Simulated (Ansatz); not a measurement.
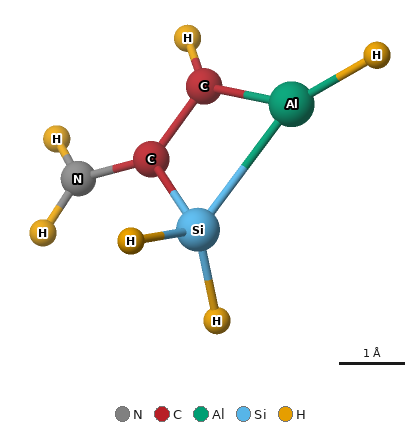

The structure as given in the input (ball-and-stick view, seen at a tilt). Sticks mark near contacts.

# Geometry relaxation of C₂H₆AlNSi

System: C₂H₆AlNSi.
Method: RKS PBE0-D4/def2-TZVP (Ansatz 0.2.0).

The geometry: PBE-D4/def2-SVP start. Figures and captions count atoms from 1; the log counts them from 0 in places.

**Log**
```
Functional definition: PBE0
  name "PBE0"
  cite "Adamo & Barone, J. Chem. Phys. 110, 6158 (1999) doi:10.1063/1.478522"
  cite "Perdew, Burke & Ernzerhof, Phys. Rev. Lett. 77, 3865 (1996) doi:10.1103/PhysRevLett.77.3865"
  parent pbe
  parameter a = 0.25
  parameter kappa = 0.804
  parameter beta = 0.06672455060314922
  exchange = (1 - a)*pbe_x(kappa = kappa, mu = beta*pi^2/3) + a*exact_x
  correlation = pbe_c(beta = beta)
1326 factors; their error is unknown
mean field evaluation 1: about -18116.0981 eV, gradient 6.5e1 eV
mean field evaluation 2: about -18085.6307 eV, gradient 1.1e2 eV
mean field evaluation 4: about -18126.0668 eV, gradient 8.5e0 eV
mean field evaluation 8: about -18126.2395 eV, gradient 3.2e-1 eV
mean field evaluation 16: about -18126.2894 eV, gradient 2.7e-4 eV
mean field -18126.28937037 eV, -666.1288479208 hartree, gradient 1.6e-5 eV, S^2 0.000000; 0 other end points of the search recorded, 0 dependent functions left out
the calculation of the forces begins
reference -18126.28940702 eV, -666.1288492679 hartree; 26, 26 occupied and 177, 177 virtual orbitals, 1326 factors
relax step   1: F+E_penalty+E_count = -18126.52020698 eV  Δ(F+E_penalty+E_count) = +0.000e0 eV  max|allowed force component| = 5.492e-1 eV/Å  Δτ_max = 0.0000 Å  (30 SCF iters, accepted)
these checks for a lower state are left out or cut short: starts, cluster_reference, orbital_swaps, neighbouring_geometries, increment
1326 factors; their error is unknown
mean field -18126.33037192 eV, -666.1303547002 hartree, gradient 2.3e-5 eV, S^2 0.000000; 0 other end points of the search recorded, 0 dependent functions left out
the calculation of the forces begins
reference -18126.33040847 eV, -666.1303560434 hartree; 26, 26 occupied and 177, 177 virtual orbitals, 1326 factors
relax step   2: F+E_penalty+E_count = -18126.56243708 eV  Δ(F+E_penalty+E_count) = -4.223e-2 eV  max|allowed force component| = 1.820e-1 eV/Å  Δτ_max = 0.0296 Å  (33 SCF iters, accepted)
these checks for a lower state are left out or cut short: starts, cluster_reference, orbital_swaps, neighbouring_geometries, increment
1326 factors; their error is unknown
mean field evaluation 32: about -18126.3333 eV, gradient 2.2e-5 eV
mean field -18126.33329690 eV, -666.1304621912 hartree, gradient 2.2e-5 eV, S^2 0.000000; 0 other end points of the search recorded, 0 dependent functions left out
the calculation of the forces begins
reference -18126.33333342 eV, -666.1304635333 hartree; 26, 26 occupied and 177, 177 virtual orbitals, 1326 factors
relax step   3: F+E_penalty+E_count = -18126.56576001 eV  Δ(F+E_penalty+E_count) = -3.323e-3 eV  max|allowed force component| = 3.271e-2 eV/Å  Δτ_max = 0.0103 Å  (33 SCF iters, accepted)
these checks for a lower state are left out or cut short: starts, cluster_reference, orbital_swaps, neighbouring_geometries, increment
1326 factors; their error is unknown
mean field -18126.33332519 eV, -666.1304632306 hartree, gradient 2.2e-5 eV, S^2 0.000000; 0 other end points of the search recorded, 0 dependent functions left out
the calculation of the forces begins
reference -18126.33336170 eV, -666.1304645726 hartree; 26, 26 occupied and 177, 177 virtual orbitals, 1326 factors
relax step   4: F+E_penalty+E_count = -18126.56580245 eV  Δ(F+E_penalty+E_count) = -4.244e-5 eV  max|allowed force component| = 1.595e-2 eV/Å  Δτ_max = 0.0020 Å  (34 SCF iters, accepted)
these checks for a lower state are left out or cut short: starts, cluster_reference, orbital_swaps, neighbouring_geometries, increment
1326 factors; their error is unknown
mean field -18126.33333594 eV, -666.1304636258 hartree, gradient 1.6e-5 eV, S^2 0.000000; 0 other end points of the search recorded, 0 dependent functions left out
the calculation of the forces begins
reference -18126.33337246 eV, -666.1304649678 hartree; 26, 26 occupied and 177, 177 virtual orbitals, 1326 factors
relax step   5: F+E_penalty+E_count = -18126.56580832 eV  Δ(F+E_penalty+E_count) = -5.866e-6 eV  max|allowed force component| = 6.060e-3 eV/Å  Δτ_max = 0.0011 Å  (23 SCF iters, accepted)
these checks for a lower state are left out or cut short: starts, cluster_reference, orbital_swaps, neighbouring_geometries, increment
1326 factors; their error is unknown
mean field -18126.33334353 eV, -666.1304639046 hartree, gradient 1.4e-5 eV, S^2 0.000000; 0 other end points of the search recorded, 0 dependent functions left out
the calculation of the forces begins
reference -18126.33338004 eV, -666.1304652466 hartree; 26, 26 occupied and 177, 177 virtual orbitals, 1326 factors
relax step   6: F+E_penalty+E_count = -18126.56581182 eV  Δ(F+E_penalty+E_count) = -3.509e-6 eV  max|allowed force component| = 2.915e-3 eV/Å  Δτ_max = 0.0008 Å  (23 SCF iters, accepted)
1326 factors; their error is unknown
mean field evaluation 64: about -18126.3332 eV, gradient 3.3e-1 eV
```

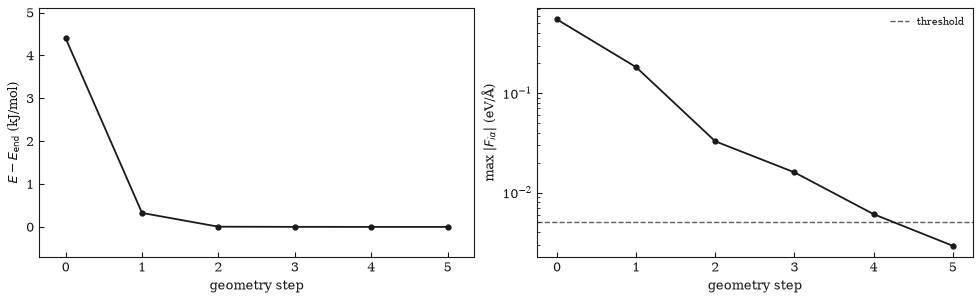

Progress of the relaxation, step by step (the first geometry is step 0 here and step 1 in the log).

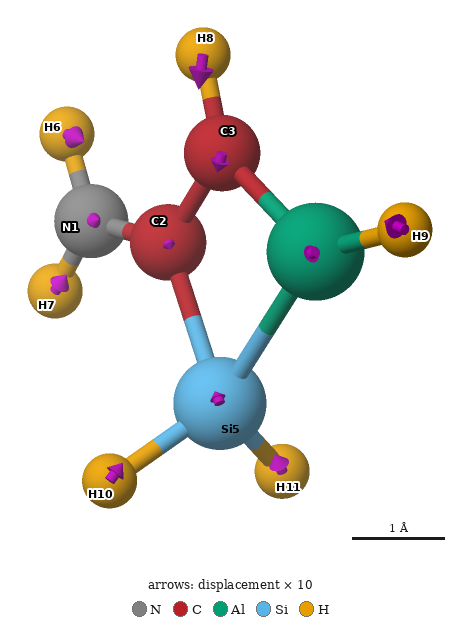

The starting structure with the displacements as pink arrows, magnified 10 times (ball-and-stick view, seen at a tilt). The two geometries are laid on each other by the best rigid fit. Over 5 geometry steps the energy falls by 4.40 kJ/mol. The largest force component goes from 0.55 to 0.0029 eV/Å. The largest move after the best rigid fit is that of H8, 0.040 Å. Largest moves by element: H 0.040 Å, C 0.024 Å, Al 0.020 Å, Si 0.016 Å, N 0.014 Å. Among the contacts that change: C2–Si5 1.938 → 1.914 Å, Al4–Si5 2.428 → 2.407 Å, C2–C3 1.400 → 1.380 Å, Si5–H11 1.515 → 1.496 Å. (Atoms are counted from 1 in the order of the input.)

```
mean field -18126.33334353 eV, -666.1304639046 hartree, gradient 1.4e-5 eV, S^2 0.000000; 1 other end points of the search recorded, 0 dependent functions left out
the calculation of the forces begins
reference -18126.33338004 eV, -666.1304652466 hartree; 26, 26 occupied and 177, 177 virtual orbitals, 1326 factors
Total energy: -18126.56584834 eV, -666.1390082989 hartree
Atom 0 at     1.797915    -0.382245     0.201233 Å, force     0.001182     0.001677    -0.000699 eV/Å
Atom 1 at     0.460694    -0.206668     0.129910 Å, force     0.002915    -0.002582     0.001728 eV/Å
Atom 2 at    -0.483988    -0.997559     0.750504 Å, force     0.000494     0.000229     0.000031 eV/Å
Atom 3 at    -2.104019    -0.164115     0.208397 Å, force    -0.000579     0.000181    -0.000138 eV/Å
Atom 4 at    -0.414869     1.183043    -0.852493 Å, force    -0.000689     0.000728    -0.000541 eV/Å
Atom 5 at     2.195241    -1.134796     0.738644 Å, force    -0.001937    -0.000092    -0.000062 eV/Å
Atom 6 at     2.431857     0.231690    -0.273444 Å, force    -0.000921    -0.000558     0.000170 eV/Å
Atom 7 at    -0.162779    -1.845157     1.358748 Å, force     0.000059     0.000688    -0.000638 eV/Å
Atom 8 at    -3.655989    -0.392420     0.442610 Å, force     0.000049     0.000230    -0.000188 eV/Å
Atom 9 at     0.041706     2.528309    -0.384204 Å, force    -0.000312    -0.000406     0.000060 eV/Å
Atom 10 at    -0.040371     1.122818    -2.299407 Å, force    -0.000262    -0.000094     0.000276 eV/Å
Dipole moment:     0.459567    -0.129192     0.076611 e Å
```

**Trajectory as extended XYZ (Å, eV, eV/Å), 6 frames, from step=1 to step=6**
```
11
Properties=species:S:1:pos:R:3:forces:R:3 step=1 energy=-18126.52021
N     1.8119   -0.3805    0.1989    0.2643  -0.0826   0.0543
C     0.4660   -0.2129    0.1341   -0.3528  -0.2585   0.2048
C    -0.4930   -1.0152    0.7636    0.5492   0.2598  -0.2143
Al   -2.1226   -0.1692    0.2131    0.1915  -0.0492   0.0276
Si   -0.4235    1.1936   -0.8601    0.2421  -0.1275   0.0832
H     2.2257   -1.1412    0.7423   -0.2930   0.5100  -0.3634
H     2.4508    0.2472   -0.2845   -0.4669  -0.4259   0.3291
H    -0.1705   -1.8765    1.3816   -0.1370   0.4281  -0.3079
H    -3.6927   -0.3848    0.4393    0.1995   0.0179  -0.0218
H     0.0482    2.5525   -0.3846   -0.1070  -0.2850  -0.0991
H    -0.0348    1.1300   -2.3230   -0.0900   0.0129   0.3076
11
Properties=species:S:1:pos:R:3:forces:R:3 step=2 energy=-18126.56244
N     1.8024   -0.3823    0.2005    0.1018  -0.0286   0.0188
C     0.4638   -0.2100    0.1320   -0.1820  -0.0277   0.0275
C    -0.4858   -1.0030    0.7543    0.1423   0.0774  -0.0620
Al   -2.1081   -0.1635    0.2081    0.0733  -0.0503   0.0341
Si   -0.4209    1.1851   -0.8538    0.1390  -0.0548   0.0339
H     2.2069   -1.1355    0.7390   -0.0854   0.1246  -0.0886
H     2.4365    0.2360   -0.2761   -0.1158  -0.0975   0.0755
H    -0.1647   -1.8543    1.3653   -0.0421   0.1135  -0.0819
H    -3.6632   -0.3850    0.4379    0.0224  -0.0012  -0.0003
H     0.0405    2.5326   -0.3829   -0.0289  -0.0639  -0.0277
H    -0.0419    1.1228   -2.3040   -0.0247   0.0085   0.0708
11
Properties=species:S:1:pos:R:3:forces:R:3 step=3 energy=-18126.56576
N     1.7978   -0.3826    0.2012    0.0327  -0.0039   0.0018
C     0.4611   -0.2081    0.1308   -0.0302   0.0220  -0.0144
C    -0.4840   -0.9984    0.7512   -0.0013  -0.0006  -0.0017
Al   -2.1036   -0.1643    0.2087    0.0035   0.0033  -0.0029
Si   -0.4142    1.1826   -0.8523   -0.0078  -0.0083   0.0072
H     2.1974   -1.1339    0.7383   -0.0056  -0.0104   0.0076
H     2.4308    0.2321   -0.2732    0.0031   0.0075  -0.0061
H    -0.1632   -1.8463    1.3590    0.0008  -0.0030   0.0035
H    -3.6559   -0.3903    0.4414   -0.0025  -0.0026   0.0020
H     0.0407    2.5286   -0.3850    0.0038  -0.0003   0.0034
H    -0.0415    1.1236   -2.2996    0.0035  -0.0039  -0.0007
11
Properties=species:S:1:pos:R:3:forces:R:3 step=4 energy=-18126.56580
N     1.7978   -0.3822    0.2009    0.0159  -0.0005   0.0010
C     0.4608   -0.2071    0.1301   -0.0111   0.0048  -0.0043
C    -0.4842   -0.9978    0.7503    0.0015  -0.0010   0.0044
Al   -2.1042   -0.1641    0.2083   -0.0005  -0.0006   0.0007
Si   -0.4150    1.1828   -0.8523    0.0026  -0.0014  -0.0001
H     2.1965   -1.1342    0.7381   -0.0066  -0.0024   0.0019
H     2.4314    0.2323   -0.2735   -0.0016   0.0018  -0.0016
H    -0.1632   -1.8450    1.3591   -0.0001  -0.0027  -0.0003
H    -3.6563   -0.3917    0.4422    0.0001  -0.0003   0.0001
H     0.0420    2.5277   -0.3837   -0.0003   0.0012  -0.0003
H    -0.0402    1.1222   -2.2990   -0.0001   0.0012  -0.0015
11
Properties=species:S:1:pos:R:3:forces:R:3 step=5 energy=-18126.56581
N     1.7979   -0.3821    0.2012    0.0061   0.0008  -0.0009
C     0.4607   -0.2067    0.1300   -0.0005  -0.0008   0.0018
C    -0.4841   -0.9973    0.7508    0.0015  -0.0037  -0.0025
Al   -2.1041   -0.1640    0.2085   -0.0010  -0.0005   0.0002
Si   -0.4149    1.1829   -0.8525    0.0014   0.0017   0.0003
H     2.1957   -1.1343    0.7387   -0.0044  -0.0003   0.0001
H     2.4317    0.2319   -0.2735   -0.0019  -0.0003  -0.0001
H    -0.1630   -1.8456    1.3581    0.0000   0.0019   0.0018
H    -3.6561   -0.3923    0.4427    0.0003   0.0004  -0.0002
H     0.0420    2.5279   -0.3841   -0.0006   0.0007  -0.0007
H    -0.0402    1.1224   -2.2993   -0.0007   0.0001   0.0001
11
Properties=species:S:1:pos:R:3:forces:R:3 step=6 energy=-18126.56581
N     1.7979   -0.3822    0.2012    0.0012   0.0017  -0.0007
C     0.4607   -0.2067    0.1299    0.0029  -0.0026   0.0017
C    -0.4840   -0.9976    0.7505    0.0005   0.0002   0.0000
Al   -2.1040   -0.1641    0.2084   -0.0006   0.0002  -0.0001
Si   -0.4149    1.1830   -0.8525   -0.0007   0.0007  -0.0005
H     2.1952   -1.1348    0.7386   -0.0019  -0.0001  -0.0001
H     2.4319    0.2317   -0.2734   -0.0009  -0.0006   0.0002
H    -0.1628   -1.8452    1.3587    0.0001   0.0007  -0.0006
H    -3.6560   -0.3924    0.4426    0.0000   0.0002  -0.0002
H     0.0417    2.5283   -0.3842   -0.0003  -0.0004   0.0001
H    -0.0404    1.1228   -2.2994   -0.0003  -0.0001   0.0003
```

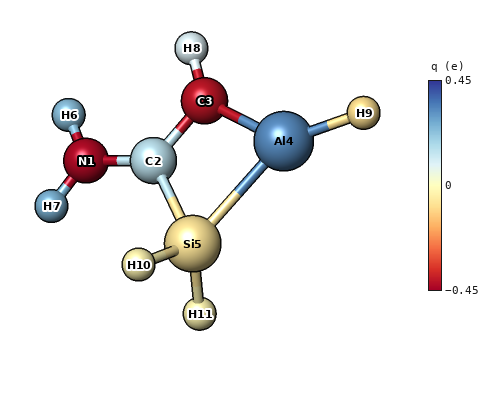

Mulliken charges, as the colour of each atom (ball-and-stick view, seen at a tilt; atoms are numbered from 1 in the order of the input). By element: N −0.43, C −0.41 to +0.15, Al +0.32, Si −0.07 and H −0.09 to +0.25 e.

The run was set up as follows.

**Input**
```yaml
crystal:
  periodic: [false, false, false]
  atoms:
    - {symbol: N, position_ang: [1.811910, -0.380495, 0.198896]}
    - {symbol: C, position_ang: [0.466017, -0.212922, 0.134074]}
    - {symbol: C, position_ang: [-0.492969, -1.015214, 0.763565]}
    - {symbol: Al, position_ang: [-2.122635, -0.169227, 0.213057]}
    - {symbol: Si, position_ang: [-0.423481, 1.193564, -0.860082]}
    - {symbol: H, position_ang: [2.225658, -1.141215, 0.742293]}
    - {symbol: H, position_ang: [2.450763, 0.247222, -0.284510]}
    - {symbol: H, position_ang: [-0.170512, -1.876483, 1.381551]}
    - {symbol: H, position_ang: [-3.692745, -0.384841, 0.439283]}
    - {symbol: H, position_ang: [0.048209, 2.552482, -0.384623]}
    - {symbol: H, position_ang: [-0.034815, 1.130028, -2.323006]}
basis:
  gaussian: {orbitals: def2-TZVP}
hamiltonian: {xc: pbe0, dispersion: d4}
relax: {f_tol: 0.005, max_steps: 150}
```

Command:
```bash
ansatz run in.yaml --threads 4 --pin off --events-out ev --progress --plain --max-ram 10444MiB
```

**Key numbers**

```tsv
quantity	value
outcome	converged
total energy	−18126.5658 eV
mean-field energy	−18126.3334 eV
dispersion energy	−0.2325 eV
SCF solution under orbital rotations	stable
largest force (length of the vector) at the end	0.004 eV/Å
dipole moment	2.32 D
hardware	4 threads of Arm Neoverse V2, 23 GiB of memory available, shared host
wall time	19 s (CPU time 70 s)
peak memory	0.55 GiB
```
